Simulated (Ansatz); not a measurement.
# CH₇ClSi₂: shape, modes and thermochemistry

The task is to find a stationary geometry of CH₇ClSi₂, check the end point by its vibrations and derive ideal-gas thermochemistry, and look at its orbitals and charge.

Computed with Ansatz 0.2.0, Gaussian basis. Level: RKS PBE0-D4/def2-TZVP.

Levels to be run: relaxation at PBE-D4/def2-SVP; relaxation at PBE0-D4/def2-TZVP; harmonic vibrations at the same level; a single point in def2-TZVPP for the fields.

### 1 The system as given

SMILES `C[SiH2][SiH2]Cl`, 11 atoms, charge 0, spin multiplicity 1.

Atoms are counted from 1 here; the program's logs count them from 0.

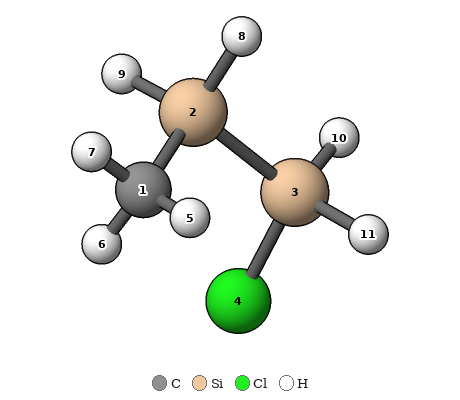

As it starts; carbon grey, silicon light orange, chlorine green, hydrogen white; atoms are numbered from 1 in the order of the file.

As a file:

```mol
CH7ClSi2
  3D, bonds by distance, orders not assigned

 11 10  0  0  0  0  0  0  0  0999 V2000
   -0.2035    1.5941    0.2467 C   0  0
   -0.3157    0.1366   -0.8436 Si  0  0
    0.5057   -1.6661    0.2875 Si  0  0
   -0.4385   -1.9822    2.0277 Cl  0  0
    0.7746    1.8630    0.5254 H   0  0
   -0.8521    1.5219    1.1393 H   0  0
   -0.6158    2.5166   -0.2894 H   0  0
    0.5216    0.4022   -2.0845 H   0  0
   -1.7122   -0.1000   -1.2241 H   0  0
    0.4580   -2.9142   -0.4810 H   0  0
    1.9432   -1.4290    0.7165 H   0  0
  1  2  8  0
  2  3  8  0
  3  4  8  0
  1  5  8  0
  1  6  8  0
  1  7  8  0
  2  8  8  0
  2  9  8  0
  3 10  8  0
  3 11  8  0
M  END
```

The start is a force-field geometry with small random shifts, so a cheaper pass at PBE-D4/def2-SVP comes first.

### 2 Geometry optimisation, PBE-D4/def2-SVP (cheap first pass)

Contents of in.yaml:

```yaml
crystal:
  periodic: [false, false, false]
  atoms:
    - {symbol: C, position_ang: [-0.203500, 1.594100, 0.246700]}
    - {symbol: Si, position_ang: [-0.315700, 0.136600, -0.843600]}
    - {symbol: Si, position_ang: [0.505700, -1.666100, 0.287500]}
    - {symbol: Cl, position_ang: [-0.438500, -1.982200, 2.027700]}
    - {symbol: H, position_ang: [0.774600, 1.863000, 0.525400]}
    - {symbol: H, position_ang: [-0.852100, 1.521900, 1.139300]}
    - {symbol: H, position_ang: [-0.615800, 2.516600, -0.289400]}
    - {symbol: H, position_ang: [0.521600, 0.402200, -2.084500]}
    - {symbol: H, position_ang: [-1.712200, -0.100000, -1.224100]}
    - {symbol: H, position_ang: [0.458000, -2.914200, -0.481000]}
    - {symbol: H, position_ang: [1.943200, -1.429000, 0.716500]}
basis:
  gaussian: {orbitals: def2-SVP}
hamiltonian: {xc: pbe, dispersion: d4}
relax: {f_tol: 0.03, max_steps: 200}
```

On the command line:

```bash
ansatz run in.yaml --threads 2 --pin off --events-out ev --progress --plain --max-ram 32768MiB --backend cpu
```

Standard output (excerpt; [...] marks lines left out):

```text
Functional definition: PBE
  name "PBE"
  cite "Perdew, Burke & Ernzerhof, Phys. Rev. Lett. 77, 3865 (1996) doi:10.1103/PhysRevLett.77.3865"
  parent pbe
[...]
1151 factors; their error is unknown
[...]
mean field -29405.16806455 eV, -1080.6199948335 hartree, gradient 5.5e-5 eV, S^2 0.000000; 0 other end points of the search recorded, 0 dependent functions left out
[...]
reference -29405.16810189 eV, -1080.6199962057 hartree; 29, 29 occupied and 74, 74 virtual orbitals, 1151 factors
relax step   1: F+E_penalty+E_count = -29405.43111575 eV  Δ(F+E_penalty+E_count) = +0.000e0 eV  max|allowed force component| = 2.445e0 eV/Å  Δτ_max = 0.0000 Å  (25 SCF iters, accepted)
[...]
relax step   3: F+E_penalty+E_count = -29405.75366949 eV  Δ(F+E_penalty+E_count) = -4.142e-2 eV  max|allowed force component| = 3.172e-1 eV/Å  Δτ_max = 0.0765 Å  (28 SCF iters, accepted)
[...]
relax step   5: F+E_penalty+E_count = -29405.76128356 eV  Δ(F+E_penalty+E_count) = -4.549e-3 eV  max|allowed force component| = 3.320e-2 eV/Å  Δτ_max = 0.0283 Å  (28 SCF iters, accepted)
[...]
relax step   7: F+E_penalty+E_count = -29405.76397869 eV  Δ(F+E_penalty+E_count) = -1.401e-3 eV  max|allowed force component| = 3.477e-2 eV/Å  Δτ_max = 0.0549 Å  (28 SCF iters, accepted)
[...]
relax step  10: F+E_penalty+E_count = -29405.76479973 eV  Δ(F+E_penalty+E_count) = -3.914e-4 eV  max|allowed force component| = 2.613e-2 eV/Å  Δτ_max = 0.0612 Å  (28 SCF iters, accepted)
1151 factors; their error is unknown
[...]
mean field -29405.50335338 eV, -1080.6323164706 hartree, gradient 1.7e-5 eV, S^2 0.000000; 1 other end points of the search recorded, 0 dependent functions left out
[...]
reference -29405.50339082 eV, -1080.6323178465 hartree; 29, 29 occupied and 74, 74 virtual orbitals, 1151 factors
Total energy: -29405.76483717 eV, -1080.6419258227 hartree
Atom 0 at    -0.253906     1.658848     0.272114 Å, force    -0.002966    -0.001816     0.000734 eV/Å
Atom 1 at    -0.270410     0.165009    -0.889090 Å, force    -0.001175    -0.005743    -0.011889 eV/Å
Atom 2 at     0.570197    -1.695805     0.277414 Å, force    -0.007852     0.026125     0.004325 eV/Å
Atom 3 at    -0.530240    -1.768733     2.068564 Å, force     0.014612    -0.010786    -0.015396 eV/Å
Atom 4 at     0.785154     1.949865     0.523450 Å, force     0.013532     0.002857     0.007124 eV/Å
Atom 5 at    -0.779114     1.401682     1.213283 Å, force    -0.003418    -0.002765     0.015011 eV/Å
Atom 6 at    -0.759519     2.530950    -0.187624 Å, force    -0.004812     0.005527    -0.012817 eV/Å
Atom 7 at     0.558016     0.410529    -2.125706 Å, force     0.000178     0.001192    -0.000461 eV/Å
Atom 8 at    -1.675623    -0.162122    -1.324614 Å, force     0.003142    -0.003310     0.000720 eV/Å
Atom 9 at     0.395646    -3.004605    -0.443731 Å, force    -0.002832    -0.004067     0.011019 eV/Å
Atom 10 at     2.025099    -1.542719     0.636440 Å, force    -0.008410    -0.007214     0.001630 eV/Å
Dipole moment:     0.111605     0.209476    -0.182143 e Å
```

Run time: 30 s. Hardware: 2 threads, shared host.

The steps of the relaxation:

| step | energy from step 1 (eV) | largest force component (eV/Å) |
| --- | --- | --- |
| 1 | 0.0000 | 2.4449 |
| 2 | -0.2811 | 0.8310 |
| 3 | -0.3226 | 0.3172 |
| 4 | -0.3256 | 0.1246 |
| 5 | -0.3302 | 0.0332 |
| 6 | -0.3315 | 0.0293 |
| 7 | -0.3329 | 0.0348 |
| 8 | -0.3321 | 0.0865 |
| 9 | -0.3333 | 0.0138 |
| 10 | -0.3337 | 0.0261 |

The force was under the threshold of 0.03 eV/Å already at step 6, but the program went on to step 10.

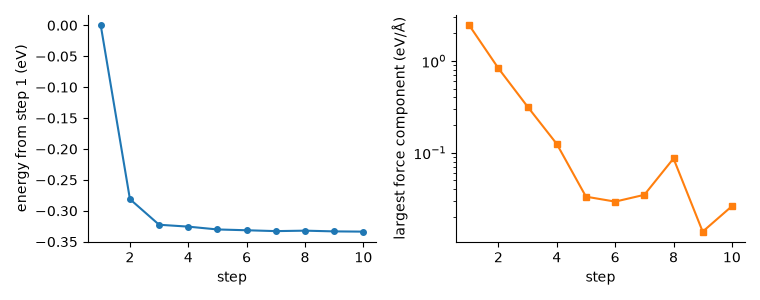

Energy and largest force along the relaxation.

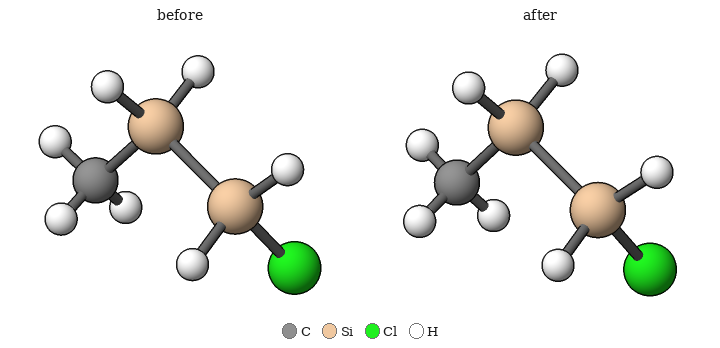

Before and after, at one scale.

Close pairs (by a distance rule), those that changed most:

```
   bond  before (Å)  after (Å)  change (Å)
Si3–Cl4       2.005      2.103      +0.099
Si2–Si3       2.281      2.352      +0.070
 C1–Si2       1.824      1.892      +0.069
  C1–H5       1.052      1.108      +0.056
 Si2–H9       1.467      1.507      +0.040
Si3–H10       1.466      1.504      +0.038
  C1–H7       1.144      1.108      -0.036
Si3–H11       1.519      1.506      -0.012
```

### 3 Relaxation at PBE0-D4/def2-TZVP

Contents of in.yaml:

```yaml
crystal:
  periodic: [false, false, false]
  atoms:
    - {symbol: C, position_ang: [-0.253906, 1.658848, 0.272114]}
    - {symbol: Si, position_ang: [-0.270410, 0.165009, -0.889090]}
    - {symbol: Si, position_ang: [0.570197, -1.695805, 0.277414]}
    - {symbol: Cl, position_ang: [-0.530240, -1.768733, 2.068564]}
    - {symbol: H, position_ang: [0.785154, 1.949865, 0.523450]}
    - {symbol: H, position_ang: [-0.779114, 1.401682, 1.213283]}
    - {symbol: H, position_ang: [-0.759519, 2.530950, -0.187624]}
    - {symbol: H, position_ang: [0.558016, 0.410529, -2.125706]}
    - {symbol: H, position_ang: [-1.675623, -0.162122, -1.324614]}
    - {symbol: H, position_ang: [0.395646, -3.004605, -0.443731]}
    - {symbol: H, position_ang: [2.025099, -1.542719, 0.636440]}
basis:
  gaussian: {orbitals: def2-TZVP}
hamiltonian: {xc: pbe0, dispersion: d4}
relax: {f_tol: 0.005, max_steps: 150}
```

Launched as before.

Standard output (excerpt; [...] marks lines left out):

```text
Functional definition: PBE0
  name "PBE0"
  cite "Adamo & Barone, J. Chem. Phys. 110, 6158 (1999) doi:10.1063/1.478522"
  cite "Perdew, Burke & Ernzerhof, Phys. Rev. Lett. 77, 3865 (1996) doi:10.1103/PhysRevLett.77.3865"
  parent pbe
[...]
1292 factors; their error is unknown
[...]
mean field -29419.64725865 eV, -1081.1520954021 hartree, gradient 9.0e-6 eV, S^2 0.000000; 0 other end points of the search recorded, 0 dependent functions left out
[...]
reference -29419.64729472 eV, -1081.1520967278 hartree; 29, 29 occupied and 155, 155 virtual orbitals, 1292 factors
relax step   1: F+E_penalty+E_count = -29419.87178050 eV  Δ(F+E_penalty+E_count) = +0.000e0 eV  max|allowed force component| = 4.849e-1 eV/Å  Δτ_max = 0.0000 Å  (27 SCF iters, accepted)
[...]
Atom 1 at    -0.284611     0.165617    -0.851544 Å, force     0.000031     0.000798    -0.000569 eV/Å
Atom 2 at     0.566123    -1.693987     0.284599 Å, force     0.003431     0.001423     0.003446 eV/Å
Atom 3 at    -0.483193    -1.891961     2.059246 Å, force     0.000937    -0.000415    -0.001194 eV/Å
Atom 4 at     0.768237     1.928620     0.542237 Å, force     0.001373    -0.000783    -0.000581 eV/Å
Atom 5 at    -0.826725     1.488436     1.167709 Å, force    -0.000661    -0.000017    -0.000031 eV/Å
Atom 6 at    -0.691130     2.537240    -0.253216 Å, force    -0.000557     0.000579     0.000578 eV/Å
Atom 7 at     0.535719     0.381252    -2.077819 Å, force     0.000039     0.000430     0.000445 eV/Å
Atom 8 at    -1.674987    -0.153384    -1.278570 Å, force    -0.000543    -0.000315    -0.000033 eV/Å
Atom 9 at     0.410684    -2.963287    -0.470934 Å, force    -0.000673    -0.002166    -0.001170 eV/Å
Atom 10 at     2.000024    -1.531161     0.642350 Å, force    -0.003075    -0.000257    -0.000018 eV/Å
Dipole moment:     0.100026     0.252870    -0.187040 e Å
```

Run time: 72 s. Hardware: 2 threads, shared host; peak memory 0.52 GiB.

Step by step:

```csv
step,energy from step 1 (eV),largest force component (eV/Å)
1,0.0000,0.4849
2,-0.0367,0.1620
3,-0.0414,0.0547
4,-0.0423,0.0168
5,-0.0428,0.0404
6,-0.0432,0.0078
7,-0.0433,0.0026
8,-0.0433,0.0022
9,-0.0433,0.0034
```

The force was under the threshold of 0.005 eV/Å already at step 7, but the program went on to step 9.

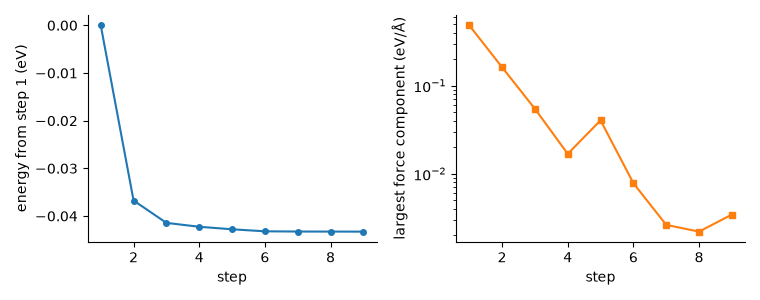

Energy and force, step by step.

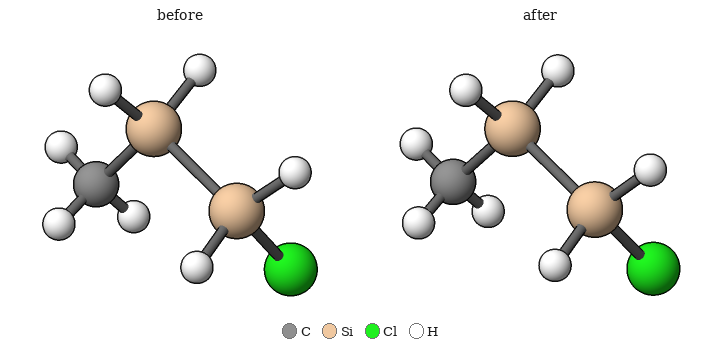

The geometry before (left) and after (right).

Distances of close pairs at the start and the end, largest changes first:

| bond | before (Å) | after (Å) | change (Å) |
| --- | --- | --- | --- |
| Si3–Cl4 | 2.103 | 2.071 | -0.032 |
| Si3–H11 | 1.506 | 1.487 | -0.020 |
| Si3–H10 | 1.504 | 1.485 | -0.019 |
| C1–Si2 | 1.892 | 1.873 | -0.019 |
| Si2–H9 | 1.507 | 1.489 | -0.018 |
| Si2–H8 | 1.509 | 1.491 | -0.018 |
| C1–H6 | 1.108 | 1.092 | -0.016 |
| C1–H5 | 1.108 | 1.092 | -0.016 |

Mulliken charges at the end point, from the run's report:

```
atom  value (e)
  C1      -0.49
 Si2       0.12
 Si3       0.24
 Cl4      -0.26
  H5       0.15
  H6       0.15
  H7       0.15
  H8      -0.02
  H9      -0.01
 H10      -0.01
 H11      -0.01
```

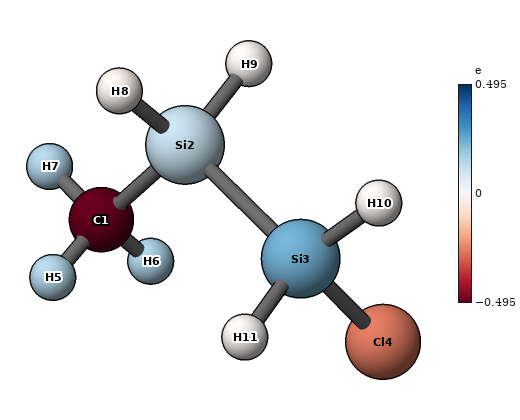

Mulliken charges at the end point, from the run's report, as colours on the atoms.

### 4 Vibrations by finite differences

Contents of in.yaml:

```yaml
crystal:
  periodic: [false, false, false]
  atoms:
    - {symbol: C, position_ang: [-0.254843, 1.675515, 0.256442]}
    - {symbol: Si, position_ang: [-0.284611, 0.165617, -0.851544]}
    - {symbol: Si, position_ang: [0.566123, -1.693987, 0.284599]}
    - {symbol: Cl, position_ang: [-0.483193, -1.891961, 2.059246]}
    - {symbol: H, position_ang: [0.768237, 1.928620, 0.542237]}
    - {symbol: H, position_ang: [-0.826725, 1.488436, 1.167709]}
    - {symbol: H, position_ang: [-0.691130, 2.537240, -0.253216]}
    - {symbol: H, position_ang: [0.535719, 0.381252, -2.077819]}
    - {symbol: H, position_ang: [-1.674987, -0.153384, -1.278570]}
    - {symbol: H, position_ang: [0.410684, -2.963287, -0.470934]}
    - {symbol: H, position_ang: [2.000024, -1.531161, 0.642350]}
basis:
  gaussian: {orbitals: def2-TZVP}
hamiltonian: {xc: pbe0, dispersion: d4}
phonons: {temperatures: {t_min: 298.15, t_max: 900, t_step: 200}}
```

The command is unchanged.

Standard output (excerpt; [...] marks lines left out):

```text
Functional definition: PBE0
  name "PBE0"
  cite "Adamo & Barone, J. Chem. Phys. 110, 6158 (1999) doi:10.1063/1.478522"
  cite "Perdew, Burke & Ernzerhof, Phys. Rev. Lett. 77, 3865 (1996) doi:10.1103/PhysRevLett.77.3865"
  parent pbe
[...]
1292 factors; their error is unknown
[...]
mean field -29419.69197240 eV, -1081.1537386024 hartree, gradient 9.2e-6 eV, S^2 0.000000; 0 other end points of the search recorded, 0 dependent functions left out
[...]
reference -29419.69200829 eV, -1081.1537399210 hartree; 29, 29 occupied and 155, 155 virtual orbitals, 1292 factors
[...]
1292 factors; their error is unknown
mean field -29419.69180975 eV, -1081.1537326251 hartree, gradient 2.2e-6 eV, S^2 0.000000; 0 other end points of the search recorded, 0 dependent functions left out
[...]
reference -29419.69184563 eV, -1081.1537339437 hartree; 29, 29 occupied and 155, 155 virtual orbitals, 1292 factors
[...]
Atom 4 at     0.768237     1.928620     0.542237 Å, force     0.001387    -0.000775    -0.000583 eV/Å
Atom 5 at    -0.826725     1.488436     1.167709 Å, force    -0.000645    -0.000034    -0.000032 eV/Å
Atom 6 at    -0.691130     2.537240    -0.253216 Å, force    -0.000553     0.000597     0.000572 eV/Å
Atom 7 at     0.535719     0.381252    -2.077819 Å, force     0.000035     0.000425     0.000449 eV/Å
Atom 8 at    -1.674987    -0.153384    -1.278570 Å, force    -0.000548    -0.000319    -0.000030 eV/Å
Atom 9 at     0.410684    -2.963287    -0.470934 Å, force    -0.000665    -0.002166    -0.001170 eV/Å
Atom 10 at     2.000024    -1.531161     0.642350 Å, force    -0.003068    -0.000259    -0.000018 eV/Å
Dipole moment:     0.100026     0.252869    -0.187042 e Å
Vibrations: 48.95 92.84 151.81 181.36 390.17 413.03 486.94 539.35 613.38 663.43 695.92 734.60 803.24 880.75 889.40 928.51 944.53 1276.62 1450.51 1451.95 2200.02 2212.38 2218.54 2230.60 3055.87 3142.62 3144.60 cm⁻¹, zero-point energy 1.973949 eV
```

Wall time 7.8 min (2 threads, shared host); peak memory 0.52 GiB.

Motions are named by where the mode's potential energy lies. Wavenumbers, unscaled:

```
mode  cm⁻¹                  motion
   1    49                 torsion
   2    93                    bend
   3   152                 torsion
   4   181       bend with torsion
   5   390       torsion with bend
   6   413           Si–Si stretch
   7   487       torsion with bend
   8   539           Si–Cl stretch
   9   613       bend with torsion
  10   663       bend with torsion
  11   696  Si–C stretch with bend
  12   735  bend with Si–C stretch
  13   803                    bend
  14   881       bend with torsion
  15   889       bend with torsion
  16   929       bend with torsion
  17   945       bend with torsion
  18  1277                    bend
  19  1451                    bend
  20  1452                    bend
  21  2200            Si–H stretch
  22  2212            Si–H stretch
  23  2219            Si–H stretch
  24  2231            Si–H stretch
  25  3056             C–H stretch
  26  3143             C–H stretch
  27  3145             C–H stretch
```

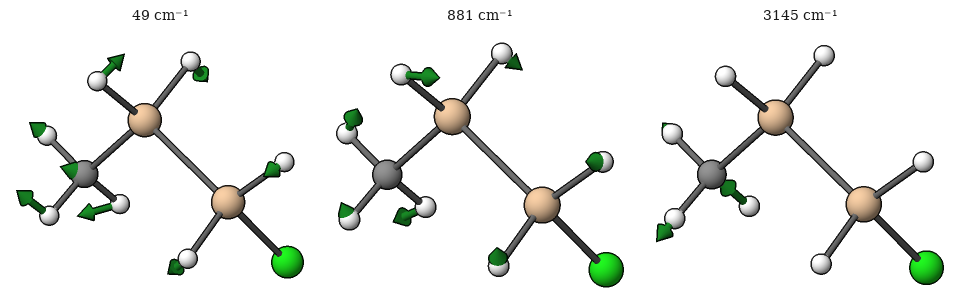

How the atoms move in 3 of the modes.

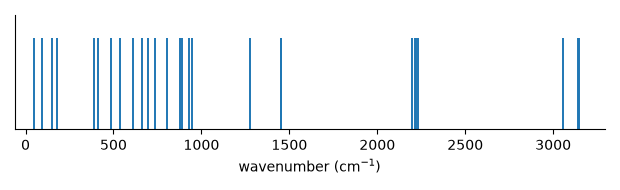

The harmonic wavenumbers as sticks (no intensities were computed).

From these modes and the moments of inertia (298.15 K, 1 bar, symmetry number 1):

| term | value |
| --- | --- |
| zero-point energy | 190.5 kJ/mol |
| H(298) − E | 212.6 kJ/mol |
| entropy, translation | 167.6 J/(mol K) |
| entropy, rotation | 115.6 J/(mol K) |
| entropy, vibration | 78.5 J/(mol K) |
| entropy, total | 361.7 J/(mol K) |

### 5 Fields at the relaxed geometry

Edit in.yaml of step 4 so:

```diff
@@ -15,4 +15,4 @@
 basis:
-  gaussian: {orbitals: def2-TZVP}
+  gaussian: {orbitals: def2-TZVPP}
 hamiltonian: {xc: pbe0, dispersion: d4}
-phonons: {temperatures: {t_min: 298.15, t_max: 900, t_step: 200}}
+output: {orbitals: {seedname: orbitals}}
```

Same command.

Standard output:

```text
Functional definition: PBE0
  name "PBE0"
  cite "Adamo & Barone, J. Chem. Phys. 110, 6158 (1999) doi:10.1063/1.478522"
  cite "Perdew, Burke & Ernzerhof, Phys. Rev. Lett. 77, 3865 (1996) doi:10.1103/PhysRevLett.77.3865"
  parent pbe
  parameter a = 0.25
  parameter kappa = 0.804
  parameter beta = 0.06672455060314922
  exchange = (1 - a)*pbe_x(kappa = kappa, mu = beta*pi^2/3) + a*exact_x
  correlation = pbe_c(beta = beta)
1500 factors; their error is unknown
mean field evaluation 1: about -29414.6231 eV, gradient 4.7e1 eV
mean field evaluation 2: about -29412.5429 eV, gradient 5.1e1 eV
mean field evaluation 4: about -29419.6749 eV, gradient 1.4e0 eV
mean field evaluation 8: about -29419.7410 eV, gradient 5.0e-2 eV
mean field -29419.74100000 eV, -1081.1555403333 hartree, gradient 3.4e-5 eV, S^2 0.000000; 0 other end points of the search recorded, 0 dependent functions left out
reference -29419.74103582 eV, -1081.1555416497 hartree; 29, 29 occupied and 226, 226 virtual orbitals, 1500 factors
Total energy: -29419.96411636 eV, -1081.1637397083 hartree
```

It took 8.5 s on 2 threads, shared host; peak memory 0.71 GiB.

The fields below are evaluated on a grid from the run's orbitals.

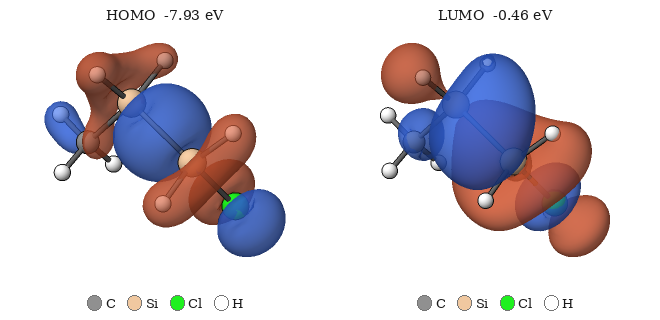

Frontier orbitals at PBE0-D4/def2-TZVPP; each surface holds 70 % of the orbital's density, blue and red mark the sign.

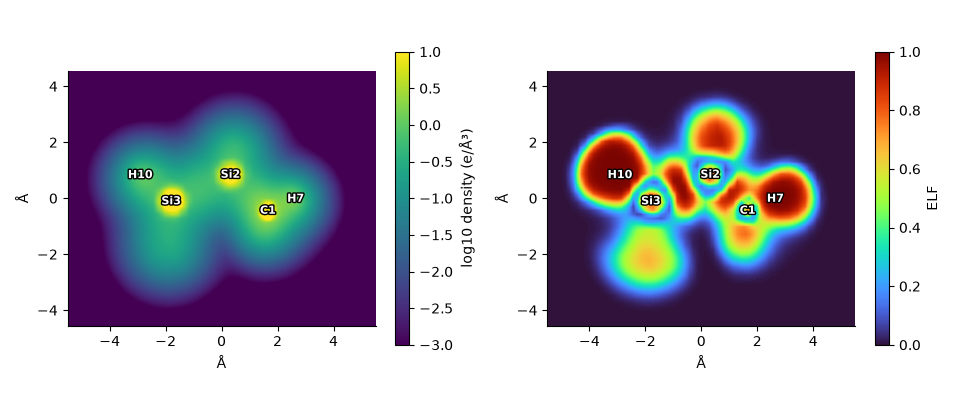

Density (left) and ELF (right) in a plane through or near 5 of the atoms.

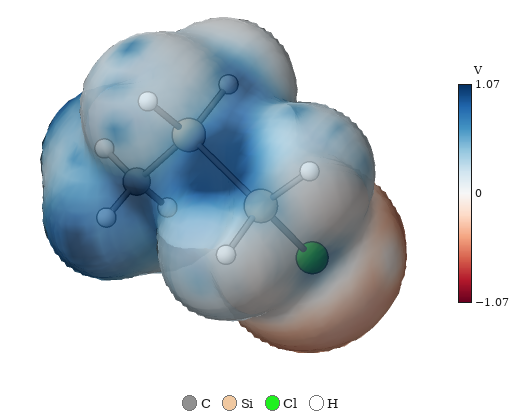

Electrostatic potential on the surface of density 0.002 e/bohr³; red is low, blue high. It runs, from the 1st to the 99th percentile, from -0.49 V near Cl4 to 1.07 V near H11.

### 6 What came out

```
                  quantity            value
               point group               C1
                     steps           10 + 9
shift from the start (rms)          0.082 Å
              total energy   -29419.9151 eV
           dispersion term         -223 meV
             dipole moment           1.59 D
lowest, highest wavenumber    49, 3145 cm⁻¹
         zero-point energy     190.5 kJ/mol
       entropy at 298.15 K  361.7 J/(mol K)
                HOMO, LUMO  -7.93, -0.46 eV
```

In words: The atoms moved 0.08 Å (rms) from the start; the bond that changed most is Si3–Cl4, from 2.005 to 2.071 Å. No mode is imaginary: a true minimum at this level. The stiffest mode, 3145 cm⁻¹, is a C–H stretch, and 4 modes under 200 cm⁻¹ make the vibrational entropy uncertain. Harmonic hybrid wavenumbers usually lie a few per cent above measured fundamentals. The largest Mulliken charge, -0.49 e, sits on C1. The HOMO lies mostly on Cl4 26 %; Si2, Si3 about 22 % each and the LUMO on Si3 26 %; Cl4 17 %.
